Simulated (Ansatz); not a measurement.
The structure below was relaxed with Ansatz (an electronic-structure program) r2SCAN, no spin-orbit coupling, earlier PAW set.

```yaml
crystal:
  lattice:
    - [4.60657, 0.00000, 0.00000]
    - [0.00000, 2.51498, 3.55152]
    - [0.00000, -2.51498, 3.55152]
  atoms:
    - { symbol: Zr, position: [0.50000, 0.53966, 0.53966] }
    - { symbol: Pb, position: [0.00000, 0.89718, 0.89718] }
    - { symbol: C, position: [0.50000, 0.07642, 0.32872] }
    - { symbol: C, position: [0.50000, 0.32872, 0.07642] }
    - { symbol: C, position: [0.00000, 0.55103, 0.55103] }
```

Find the space group and the Wyckoff positions.

Space group Amm2 (No. 38); a = 4.6066 Å, b = 5.0300 Å, c = 7.1030 Å, α = β = γ = 90.00°

```tsv
atom	site	symmetry	x	y	z
Zr	2b	mm2	0.5000	0.5000	0.0397
Pb	2a	mm2	0.0000	0.0000	0.8972
C	4e	m..	0.5000	0.1261	0.2026
C	2a	mm2	0.0000	0.0000	0.5510
```

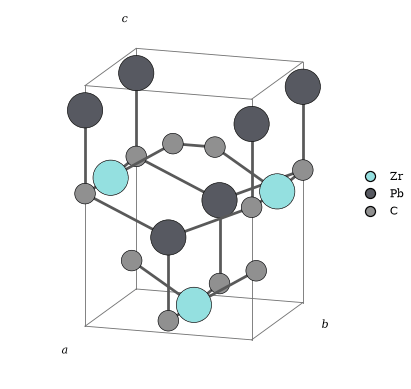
Figure. The conventional cell

Whether these cells are dynamically stable was not tested. The final runs are not spin-polarised. The cell was made from PbZrO3 by this change: O → C; the result is a hypothetical phase, not in the database extracts checked. ZrPbC3 has a high density of states at the Fermi level and may be magnetic at this level.
